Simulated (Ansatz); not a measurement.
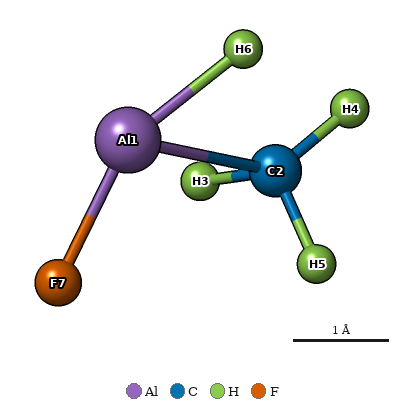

**Figure 1.** The structure as given in the input (ball-and-stick view, seen at a tilt; atoms are numbered from 1 in the order of the input). Sticks mark near contacts.

## Run report: CH4AlF, frequency calculation

- system: CH4AlF
- method: RKS r2SCAN-D4/def2-SVP (Ansatz 0.2.0)

It belongs to a series of runs on one base structure; here: vibrations at the highest image of the band. Figures and captions count atoms from 1; the log counts them from 0 in places.

Input:
```yaml
crystal:
  periodic: [false, false, false]
  atoms:
    - { symbol: Al, position_ang: [0.34117, -0.18657, -0.366034] }
    - { symbol: C, position_ang: [1.222277, 0.019575, 1.591319] }
    - { symbol: H, position_ang: [0.429623, -0.653187, 1.989247] }
    - { symbol: H, position_ang: [2.182649, -0.309805, 2.013056] }
    - { symbol: H, position_ang: [1.027679, 1.070571, 1.87366] }
    - { symbol: H, position_ang: [1.837005, -0.485972, 0.019778] }
    - { symbol: F, position_ang: [-1.133105, 0.545388, -0.070026] }
basis:
  gaussian: { orbitals: def2-SVP }
hamiltonian:
  xc: r2scan
  dispersion: d4
phonons: {}
```

Launched with:
```bash
ansatz run input.yaml --threads 1 --pin off --max-ram 2048MiB --backend cpu --events-out ev --progress --plain --runs-dir out
```

Log:
```
Engine: ansatz 0.2.0, x86_64-unknown-linux-gnu
Functional definition: r2SCAN
  parameter k0 = 0.174
  parameter k1 = 0.065
  parameter a1 = 4.9479
  exchange = r2scan_x(k0 = k0, k1 = k1, a1 = a1)
  correlation = r2scan_c
731 factors; their error is unknown
mean field evaluation 1: about -10395.6668 eV, gradient 6.5e1 eV
mean field evaluation 2: about -10367.6724 eV, gradient 1.1e2 eV
mean field evaluation 4: about -10405.9999 eV, gradient 1.4e1 eV
mean field evaluation 8: about -10406.8829 eV, gradient 2.2e-1 eV
mean field evaluation 16: about -10406.8467 eV, gradient 2.2e-4 eV
mean field -10406.84674408 eV, -382.4445638309 hartree, gradient 2.8e-5 eV, S^2 0.000000; 0 other end points of the search recorded, 0 dependent functions left out
the calculation of the forces begins
reference -10406.84675520 eV, -382.4445642393 hartree; 16, 16 occupied and 50, 50 virtual orbitals, 731 factors
these checks for a lower state are left out or cut short: stability, starts, cluster_reference, orbital_swaps, neighbouring_geometries, increment
731 factors; their error is unknown
mean field -10406.84655566 eV, -382.4445569064 hartree, gradient 1.7e-6 eV, S^2 0.000000; 0 other end points of the search recorded, 0 dependent functions left out
[... from here on the field's lines of each further geometry are left out, up to the last ...]
the calculation of the forces begins
reference -10406.84674948 eV, -382.4445640293 hartree; 16, 16 occupied and 50, 50 virtual orbitals, 731 factors
these checks for a lower state are left out or cut short: stability, starts, cluster_reference, orbital_swaps, neighbouring_geometries, increment
731 factors; their error is unknown
mean field -10406.84674045 eV, -382.4445636975 hartree, gradient 1.8e-6 eV, S^2 0.000000; 0 other end points of the search recorded, 0 dependent functions left out
the calculation of the forces begins
reference -10406.84675157 eV, -382.4445641060 hartree; 16, 16 occupied and 50, 50 virtual orbitals, 731 factors
WARN: phonons: modes at or below zero, which the zero-point energy, F, S and C_V leave out: 2, the lowest at -1343.70 cm⁻¹. A minimum has none, and a first-order saddle one
Total energy: -10406.86711375 eV, -382.4453124025 hartree
Atom 0 at     0.341170    -0.186570    -0.366034 Å, force    -0.034953    -0.002167     0.002343 eV/Å
Atom 1 at     1.222277     0.019575     1.591319 Å, force     0.009447     0.023340    -0.000650 eV/Å
Atom 2 at     0.429623    -0.653187     1.989247 Å, force    -0.007333    -0.007405    -0.002012 eV/Å
Atom 3 at     2.182649    -0.309805     2.013056 Å, force    -0.003454    -0.009090    -0.010937 eV/Å
Atom 4 at     1.027679     1.070571     1.873660 Å, force    -0.007519     0.000408     0.004237 eV/Å
Atom 5 at     1.837005    -0.485972     0.019778 Å, force     0.039403    -0.007803     0.007070 eV/Å
Atom 6 at    -1.133105     0.545388    -0.070026 Å, force     0.004410     0.002718    -0.000051 eV/Å
Dipole moment:     0.212860    -0.066175     0.157896 e Å
Vibrations: -1343.70 -114.62 170.66 203.26 430.42 575.11 601.36 836.11 1072.86 1351.28 1402.12 2012.59 2950.16 3096.91 3163.86 cm⁻¹, zero-point energy 1.107594 eV
```

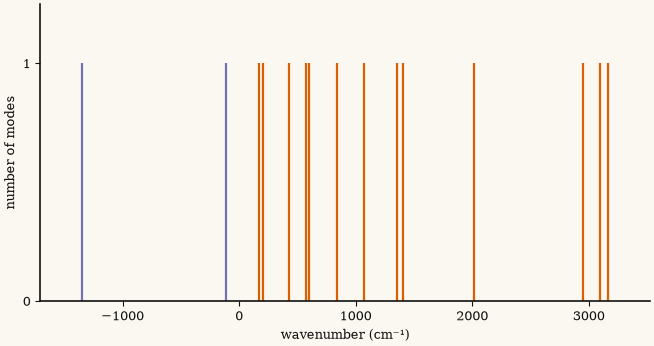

**Figure 2.** Harmonic vibrational wavenumbers from the force constants; neighbouring modes closer than 20 cm⁻¹ are counted in one stick, and imaginary ones are drawn at negative wavenumbers. 15 modes from 1344i to 3164 cm⁻¹, 2 imaginary beyond 8i (1344i, 114i cm⁻¹): not a minimum.

Results in brief:

| quantity | value |
| --- | --- |
| outcome | converged |
| total energy | −10406.8671 eV |
| mean-field energy | −10406.8468 eV |
| largest force (length of the vector) | 0.041 eV/Å |
| hardware | 1 thread of Intel Xeon (Granite Rapids), 32 GiB of memory available, shared host |
| wall time | 30 s |
| peak memory | 0.13 GiB |
